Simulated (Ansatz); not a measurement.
# ClGaH₂ (SMILES [H][Ga]([H])[Cl]): what the fields show

```xyz
4

Ga    0.0579    0.0967   -0.0006
H     1.6220    0.1032    0.0121
H    -0.6753    1.4783   -0.0196
Cl   -1.0046   -1.6782    0.0081
```

Geometry: GFN2-xTB.

Theory: Ansatz, isolated molecule in a Gaussian basis; Hartree-Fock.

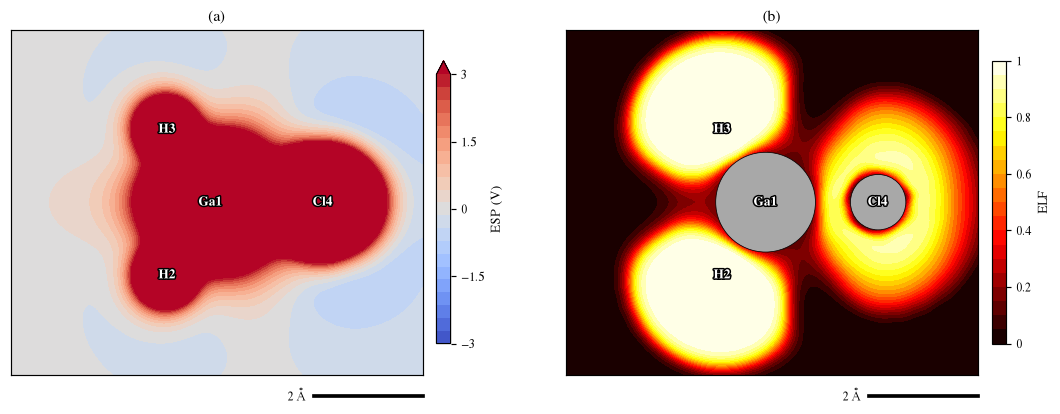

Figure 1. (a) electrostatic potential; (b) ELF on the molecular plane. Grey discs cover the atomic cores in the ELF map.

Q: Describe what can be read from this map.

A: The section cuts through Ga, H and Cl sites. Ga–Cl (2.07 Å): the ELF peaks at about 0.85 in the valence shell of Cl, 0.8 Å from its nucleus, and is about 0.55 at the midpoint. Ga–H (1.56 Å): the ELF climbs to about 1 towards the hydrogen. The ELF also peaks beside Cl4, away from the bonds: lone-pair regions. Outside the dense part of the molecule the potential is most negative (−0.7 V) near Cl4.

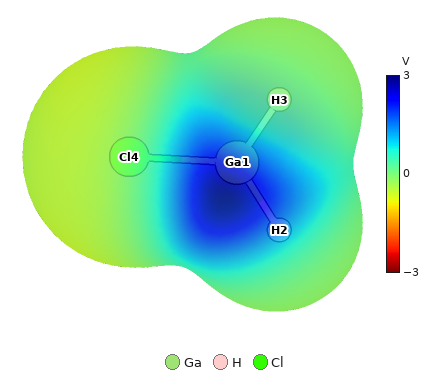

Figure 2. The molecular electrostatic potential painted on the density surface at 0.001 e/bohr³, seen at a tilt; the colour scale runs from red (negative) to blue (positive).

Q: Describe the electrostatic potential map.

A: The most negative region (about −0.6 V) lies over Cl4, the most positive (about +2.9 V) over Ga1.

Q: How polar is the molecule by this calculation?

A: Its dipole moment is 1.17 D.

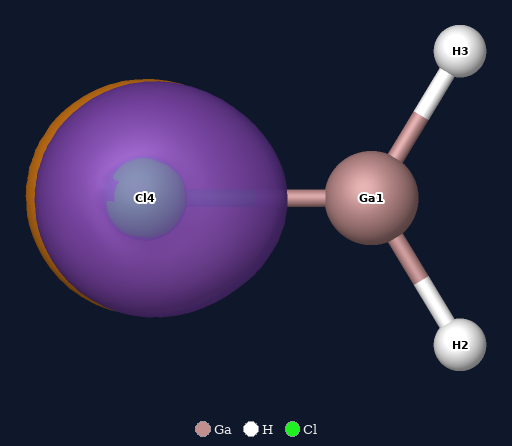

Figure 3. The HOMO−1 at ±0.15 Å⁻³ᐟ² (orange and purple are the two phases), seen at a tilt.

Q: Where does this orbital lie, and at what energy?

A: Its weight (Hirshfeld) is mainly on Cl4 (about 90 %) and Ga1 (about 10 %); it changes sign across the molecular plane (π type). Its energy is −12.76 eV.
